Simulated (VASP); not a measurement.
Data:

```
CELL_PARAMETERS angstrom
      0.00000     2.26717     2.26717
      2.26717     0.00000     2.26717
      2.26717     2.26717     0.00000
ATOMIC_POSITIONS crystal
  Hf 0.00000 0.00000 0.00000
  N  0.50000 0.50000 0.50000
```

Calculation: PBE GGA, VASP's PBE PAW potentials (set 64) (plane waves; VASP). Run with 520 eV cut-off, 16×16×16 Γ-centred mesh, tetrahedra with Blöchl corrections, potentials Hf_pv N.

Unless said otherwise, spin-orbit coupling is left out, though it shifts the bands of the heavy elements here.

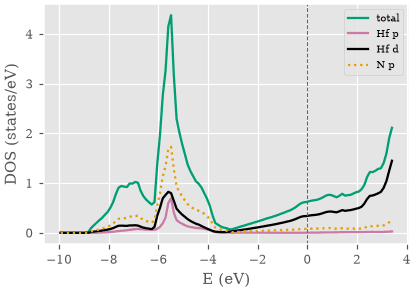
Fig. 1. Total and projected density of states, zero at the Fermi level

Within 2 eV below the Fermi level the largest weight inside VASP's projection spheres is Hf d, then N p.

It has no gap at this level: it comes out as a metal or semimetal.

The structure was generated: HfN was put into the rock salt type (Fm-3m), which need not be its known phase. It was relaxed first, which changed the volume by -38 %. The electron count is odd and the run is not spin-polarised, which forces a metal.
